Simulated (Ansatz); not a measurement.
# CH₅BrSi···HCl: what the fields show

```xyz
10

Si   -1.0543   -0.3054   -0.0517
Br   -0.2230   -1.4469   -1.8334
H    -2.2207   -1.0959    0.4241
H    -1.5106    1.0110   -0.5690
C     0.2821   -0.1492    1.2456
H     1.2871    0.5857   -2.0494
Cl    1.7840    1.7349   -1.7029
H    -0.1081    0.3985    2.1204
H     1.1387    0.4088    0.8380
H     0.6249   -1.1413    1.5783
```

Computed with Ansatz, RKS B3LYP-D4/def2-SVP.

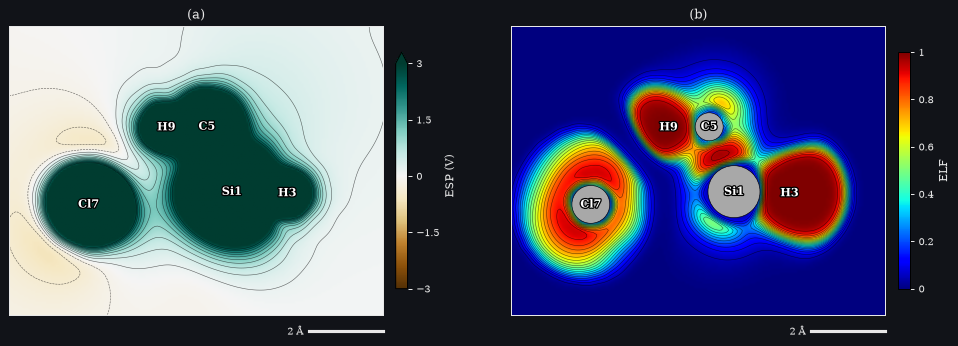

Figure 1. (a) electrostatic potential; (b) ELF on the plane of atoms H3, Si1 and C5. Grey discs cover the atomic cores in the ELF map.

> What does the map show?

- The plane passes through Si, H, C and Cl nuclei.
- C–Si (1.87 Å): the ELF peaks at about 0.95 between the atoms (a shared electron pair).
- C–H (1.10 Å): the ELF climbs to about 1 towards the hydrogen, as it does in any bond to H (a covalent bond by its length).
- Si–H (1.49 Å): the ELF climbs to about 1 towards the hydrogen.
- The ELF also peaks beside Cl7, away from the bonds: lone-pair regions.
- Outside the dense part of the complex the potential is most negative (−0.6 V) near Cl7.

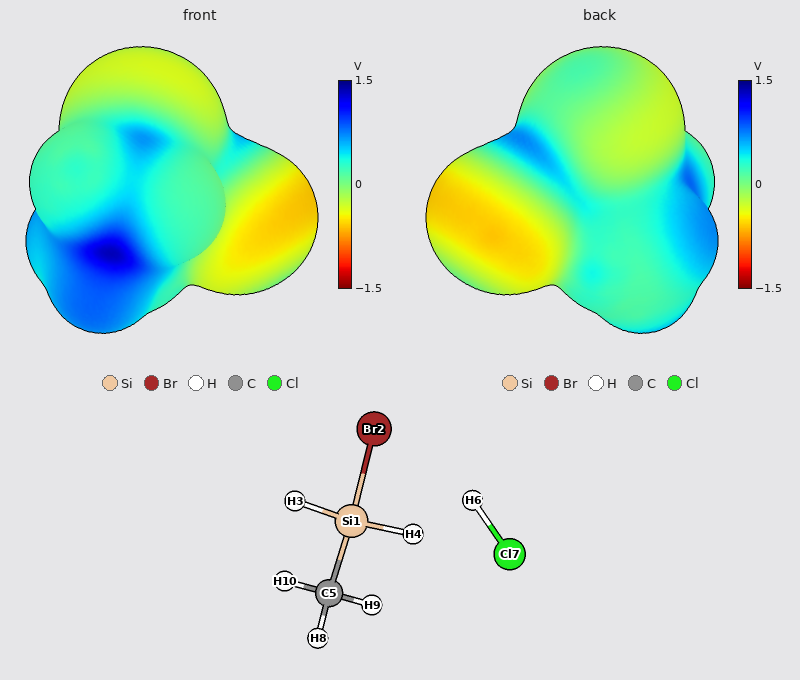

Figure 2. The electrostatic potential painted on the density surface at 0.001 e/bohr³, seen from the front and from behind; the colour scale runs from red (negative) to blue (positive). The bare structure is drawn below in the same view.

> Which sites attract a positive test charge, and which a negative one?

A positive charge is drawn to the negative regions and a negative charge to the positive ones. The most negative region (about −0.6 V) lies over Cl7, the most positive (about +1.2 V) over Si1.

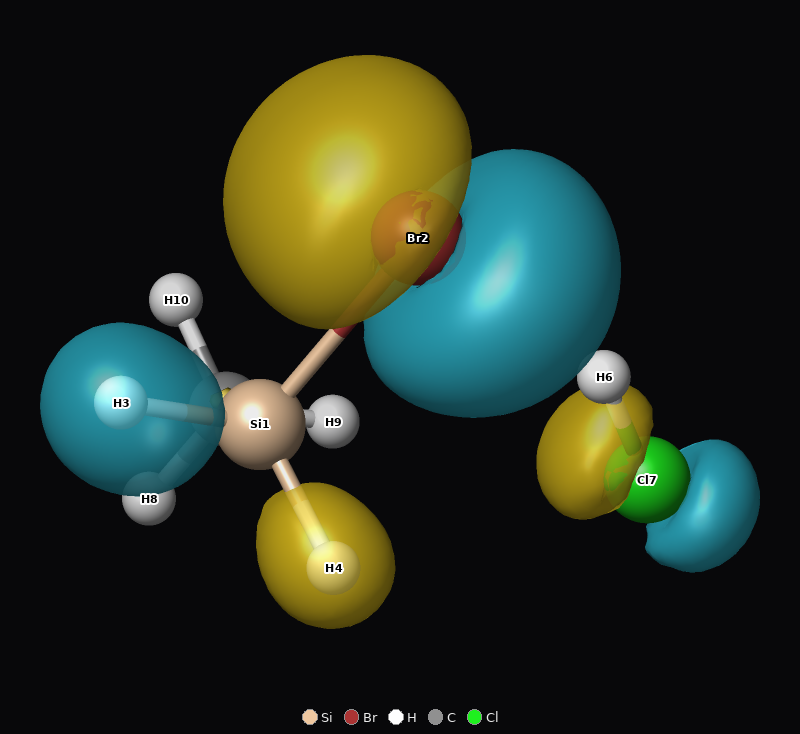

Figure 3. The HOMO−1 at ±0.1 Å⁻³ᐟ² (yellow and cyan are the two phases), seen from one side.

> Describe this orbital and give its energy.

It lies mainly on Br2 (about 75 %); largely a lone pair of Br2. Its energy is −8.21 eV.

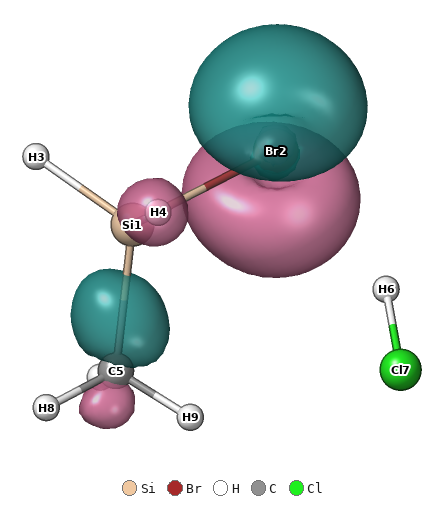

Figure 4. The HOMO at ±0.15 Å⁻³ᐟ² (teal and pink are the two phases), seen at an oblique angle.

> Describe this orbital and give its energy.

It lies mainly on Br2 (about 80 %), Si1 (about 10 %) and C5 (about 5 %); largely a lone pair of Br2. Its energy is −8.13 eV.
